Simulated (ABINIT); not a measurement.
# PbSe (Clausthalite): G0W0 in ABINIT against the bands in the screening, part 2 of 2

How does the gap of PbSe (Clausthalite) converge in the bands in the screening?

ABINIT 10.8.3; PBE and many-body steps on it, plane waves. Known limits of the many-body steps: not at the basis limit; model gap, bands may invert with spin-orbit coupling; exchange with frozen shells missing; screening runs away on this mesh; no spin-orbit coupling; coarse k mesh.

So far. Step 2 (Screening, 4×4×4 mesh, 23 bands, screening to 195.9 eV): Local fields lower ε∞ by 11 %. The value itself is an artefact of the mesh, where one narrow direct gap carries too much weight. Step 5 (44 bands): The gap on the mesh goes from 0.30 eV to 0.66 eV, a correction of +0.36 eV.

### 6. Screening, 4×4×4 mesh, 145 bands, screening to 195.9 eV

This step: RPA screening on PBE, plane waves, norm-conserving pseudopotentials.

Input file run.abi:

```
acell 3*1.0 Angstrom
rprim 
  -0.000000000000 3.060650000000 3.060650000000
  3.060650000000 0.000000000000 3.060650000000
  3.060650000000 3.060650000000 -0.000000000000
ntypat 2
znucl 82 34
natom 2
typat 1 2
xred 
  0.000000000000 0.000000000000 0.000000000000
  0.500000000000 0.500000000000 0.500000000000
pp_dirpath "pseudos"
pseudos "Pb.upf, Se.upf"
ecut 39
ngkpt 4 4 4
nshiftk 1
shiftk 0 0 0
kptopt 1
chksymbreak 0
istwfk *1
occopt 1
irdwfk 1
optdriver 3
nband 145
ecuteps 7.2
inclvkb 2
awtr 1
symchi 1
indata_prefix "in"
outdata_prefix "out"
tmpdata_prefix "tmp"
```

Launch:

```console
$ OMP_NUM_THREADS=1 mpirun -n 8 abinit run.abi > log
```

Log:

```text
.Version 10.8.3 of ABINIT. v10.8.2 released Aug 2026.

 Symmetries : space group Fm -3 m (#225); Bravais cF (face-center cubic)
[... echo of the input left out ...]
== DATASET  1 ==================================================================
-   mpi_nproc: 8, omp_nthreads: 1 (-1 if OMP is not activated)

--- !DatasetInfo
iteration_state: {dtset: 1, }
dimensions: {natom: 2, nkpt: 8, mband: 145, nsppol: 1, nspinor: 1, nspden: 1, mpw: 4573, }
cutoff_energies: {ecut:  39.0, pawecutdg:  -1.0, }
[...]
--------------------------------------------------------------------------------
[... chi0 elements left out ...]
 For q-point:  0.000010 0.000020 0.000030
  dielectric constant = 106.2329
  dielectric constant without local fields = 116.5129

  Average fulfillment of the sum rule on Im[epsilon] for q-point    1 :     86.50  [%]
[... wings left out ...]
  q-point number  2        q = ( 0.250000, 0.000000, 0.000000) [r.l.u.]
--------------------------------------------------------------------------------
[... chi0 elements left out ...]
  Average fulfillment of the sum rule on Im[epsilon] for q-point    2 :    110.20  [%]

 [... 6 further q-points ...]
```

Elapsed: 79 s, on 8 MPI ranks of Intel Xeon Platinum 8259CL at 2.50GHz (Skylake/Cascade Lake), shared host; peak memory 2.5 GiB.

This step gave:

```yaml
eps_infinity_with_local_fields_on_this_mesh_along_the_program_s_q_direction: 106.2
the_same_without_local_fields: 116.5
plasma_frequency: 26.86 eV
plane_waves_in_the_screening_matrix: 339
```

### 7. 145 bands

This step: G0W0 on PBE, plane waves, norm-conserving pseudopotentials.

run.abi, as its differences from that of step 6:

```diff
@@ -23,8 +23,17 @@
 irdwfk 1
-optdriver 3
+optdriver 4
 nband 145
+gwcalctyp 0
+ecutsigx 39
+symsigma 1
+nkptgw 2
+kptgw 
+  0.5000000000 0.0000000000 0.0000000000
+  0.0000000000 0.0000000000 0.0000000000
+bdgw 
+  13 18
+  13 18
 ecuteps 7.2
-inclvkb 2
-awtr 1
-symchi 1
+irdscr 1
+ppmodel 1
 indata_prefix "in"
```

Log:

```text
.Version 10.8.3 of ABINIT. v10.8.2 released Aug 2026.

 Symmetries : space group Fm -3 m (#225); Bravais cF (face-center cubic)
[... echo of the input left out ...]
== DATASET  1 ==================================================================
-   mpi_nproc: 8, omp_nthreads: 1 (-1 if OMP is not activated)

--- !DatasetInfo
iteration_state: {dtset: 1, }
dimensions: {natom: 2, nkpt: 8, mband: 145, nsppol: 1, nspinor: 1, nspden: 1, mpw: 4573, }
cutoff_energies: {ecut:  39.0, pawecutdg:  -1.0, }
[...]
Band     E0 <VxcDFT>   SigX SigC(E0)      Z dSigC/dE  Sig(E)    E-E0       E
[...]
17   8.998 -11.271  -7.663  -4.176   0.785  -0.273 -11.717  -0.446   8.553
       18   8.998 -11.271  -7.663  -4.176   0.785  -0.273 -11.717  -0.446   8.553

== END DATASET(S) ==============================================================
================================================================================

 -outvars: echo values of variables after computation  --------
           etotal      0.0000000000E+00
            nband         145
             nkpt           8
          spgroup         225
 [... the other variables as echoed above ...]

 Calculation completed.
```

The job ended after 21 s (8 MPI ranks; peak memory 2.4 GiB).

This step gave:

| Quantity | Value |
| --- | --- |
| G0W0 gap on the points computed | 0.7230 eV |
| starting gap on the mesh | 0.2973 eV |
| k of the valence top | 0.5, 0, 0 |
| k of the conduction bottom | 0.5, 0, 0 |
| least direct G0W0 gap on the computed points | 0.7230 eV |

Against the run before, the gap moves by +0.062 eV.

### 8. Screening, 4×4×4 mesh, 316 bands, screening to 195.9 eV

This step: RPA screening on PBE, plane waves, norm-conserving pseudopotentials.

run.abi, as its differences from that of step 7:

```diff
@@ -23,17 +23,8 @@
 irdwfk 1
-optdriver 4
-nband 145
-gwcalctyp 0
-ecutsigx 39
-symsigma 1
-nkptgw 2
-kptgw 
-  0.5000000000 0.0000000000 0.0000000000
-  0.0000000000 0.0000000000 0.0000000000
-bdgw 
-  13 18
-  13 18
+optdriver 3
+nband 316
 ecuteps 7.2
-irdscr 1
-ppmodel 1
+inclvkb 2
+awtr 1
+symchi 1
 indata_prefix "in"
```

Log:

```text
.Version 10.8.3 of ABINIT. v10.8.2 released Aug 2026.

 Symmetries : space group Fm -3 m (#225); Bravais cF (face-center cubic)
[... echo of the input left out ...]
== DATASET  1 ==================================================================
-   mpi_nproc: 8, omp_nthreads: 1 (-1 if OMP is not activated)

--- !DatasetInfo
iteration_state: {dtset: 1, }
dimensions: {natom: 2, nkpt: 8, mband: 316, nsppol: 1, nspinor: 1, nspden: 1, mpw: 4573, }
cutoff_energies: {ecut:  39.0, pawecutdg:  -1.0, }
[...]
--------------------------------------------------------------------------------
[... chi0 elements left out ...]
 For q-point:  0.000010 0.000020 0.000030
  dielectric constant = 106.4933
  dielectric constant without local fields = 116.5270

  Average fulfillment of the sum rule on Im[epsilon] for q-point    1 :    127.96  [%]
[... wings left out ...]
  q-point number  2        q = ( 0.250000, 0.000000, 0.000000) [r.l.u.]
--------------------------------------------------------------------------------
[... chi0 elements left out ...]
  Average fulfillment of the sum rule on Im[epsilon] for q-point    2 :    153.22  [%]

 [... 6 further q-points ...]
```

Elapsed: 3.2 min, on 8 MPI ranks; peak memory 3.7 GiB; 25 min of CPU time.

Numbers from this step:

```yaml
eps_infinity_with_local_fields_on_this_mesh_along_the_program_s_q_direction: 106.5
the_same_without_local_fields: 116.5
plasma_frequency: 26.86 eV
plane_waves_in_the_screening_matrix: 339
```

### 9. 316 bands

This step: G0W0 on PBE, plane waves, norm-conserving pseudopotentials.

run.abi, as its differences from that of step 8:

```diff
@@ -23,8 +23,17 @@
 irdwfk 1
-optdriver 3
-nband 316
+optdriver 4
+nband 145
+gwcalctyp 0
+ecutsigx 39
+symsigma 1
+nkptgw 2
+kptgw 
+  0.5000000000 0.0000000000 0.0000000000
+  0.0000000000 0.0000000000 0.0000000000
+bdgw 
+  13 18
+  13 18
 ecuteps 7.2
-inclvkb 2
-awtr 1
-symchi 1
+irdscr 1
+ppmodel 1
 indata_prefix "in"
```

Log:

```text
.Version 10.8.3 of ABINIT. v10.8.2 released Aug 2026.

 Symmetries : space group Fm -3 m (#225); Bravais cF (face-center cubic)
[... echo of the input left out ...]
== DATASET  1 ==================================================================
-   mpi_nproc: 8, omp_nthreads: 1 (-1 if OMP is not activated)

--- !DatasetInfo
iteration_state: {dtset: 1, }
dimensions: {natom: 2, nkpt: 8, mband: 145, nsppol: 1, nspinor: 1, nspden: 1, mpw: 4573, }
cutoff_energies: {ecut:  39.0, pawecutdg:  -1.0, }
[...]
Band     E0 <VxcDFT>   SigX SigC(E0)      Z dSigC/dE  Sig(E)    E-E0       E
[...]
17   8.998 -11.271  -7.663  -4.242   0.785  -0.274 -11.769  -0.498   8.501
       18   8.998 -11.271  -7.663  -4.242   0.785  -0.274 -11.769  -0.498   8.501

== END DATASET(S) ==============================================================
================================================================================

 -outvars: echo values of variables after computation  --------
           etotal      0.0000000000E+00
            nband         145
             nkpt           8
          spgroup         225
 [... the other variables as echoed above ...]

 Calculation completed.
```

The job ended after 23 s (8 MPI ranks; peak memory 2.4 GiB; 3.1 min of CPU time).

This step gave:

```yaml
g0w0_gap_on_the_points_computed: 0.722 eV
starting_gap_on_the_mesh: 0.2973 eV
k_of_the_valence_top: 0.5, 0, 0
k_of_the_conduction_bottom: 0.5, 0, 0
least_direct_g0w0_gap_on_the_computed_points: 0.722 eV
```

Against the run before, the gap moves by −0.001 eV.

### 10. Side by side

Times are wall times on 8 MPI ranks of Intel Xeon Platinum 8259CL at 2.50GHz (Skylake/Cascade Lake), shared host, good to a factor of about two. A run's time includes the screening step that it read.

```
      run   mesh  bands  screening cutoff (eV)  DFT gap (eV)  gap on the mesh (eV)  direct (eV)  ε∞ used     time
 23 bands  4×4×4    145                  195.9         0.297                 0.689        0.689   103.59     31 s
 44 bands  4×4×4    145                  195.9         0.297                 0.661        0.661   105.17     44 s
145 bands  4×4×4    145                  195.9         0.297                 0.723        0.723   106.23  1.7 min
316 bands  4×4×4    145                  195.9         0.297                 0.722        0.722   106.49  3.6 min
```

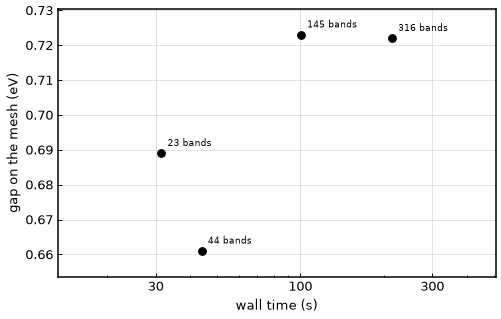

Result against wall time.

### 11. Summary of results

| Property | Result |
| --- | --- |
| 23 bands | 0.689 eV |
| 44 bands | 0.661 eV |
| 145 bands | 0.723 eV |
| 316 bands | 0.722 eV |
| known limits | not at the basis limit; model gap, bands may invert with spin-orbit coupling; exchange with frozen shells missing; screening runs away on this mesh; no spin-orbit coupling; coarse k mesh |

**Reading.** The setting moved: bands in the screening. From 23 bands to 316 bands the gap moves by +0.03 eV, for 6.8 times the time, not steadily: it passes through 0.66 eV. It holds to 0.03 eV from 145 bands on. Bands and screening cutoff are coupled, so a series along one setting does not show full convergence. Bands and cutoff are finite, so the gap is not at the basis limit. The miss can reach some tenths of an eV and take either sign; the mesh is an error of its own. In the G0W0 runs levels were corrected at 2 k points alone, so a gap called «on the mesh» is the least over those, and an edge elsewhere would be missed. The 4×4×4 mesh is coarse for this cell, which bears on the long-range parts of exchange and screening. Where an edge is built on 6p states of lead, bismuth or thallium, scalar-relativistic gaps usually stand too wide, by a few tenths to over one eV. With atoms this heavy and so narrow a gap, spin-orbit coupling can invert the bands. These scalar-relativistic gaps are then model values, not to be set against experiment, and a spin-orbit change taken from DFT can't simply be added. The norm-conserving file of at least one element keeps a d shell over frozen s and p shells of the same row. Exchange with those shells is missing from the self-energy, an error of 0.3 to 0.9 eV in cases checked, whose sign depends on which edge lies on those atoms. For the PBE start: On this mesh the RPA ε∞ passes 90, more than nearly any semiconductor shows; a coarse mesh does this where one point with a narrow direct gap carries much weight. The screening is then too strong, and the G0W0 gap should not be taken as the material's.

[Paths, hosts, dates, memory and timing lines, banners, echoed tables and standing remarks are left out of the program output.]

[Logs are printed without paths, hosts, clocks, repeated set-up lines and the standing remarks that a program may print on its own settings, such as how far it seeks lower states.]

[Runs of the session that timed out or met a known fault of the program may be left out.]

[Hosts, paths, dates, database ids (printed as entryN), source tags and the programs' standing remarks are cut or masked in the printed files.]

[G0W0 gaps are taken among the corrected bands and points alone; a level outside them can change the order at an edge.]

[Where Ansatz stands beside ABINIT at settings called matched, ABINIT's density can come from a denser mesh and the files from another edition; pairs whose starting gaps differed by over 0.03 eV were left out, so agreement reads better than it is.]
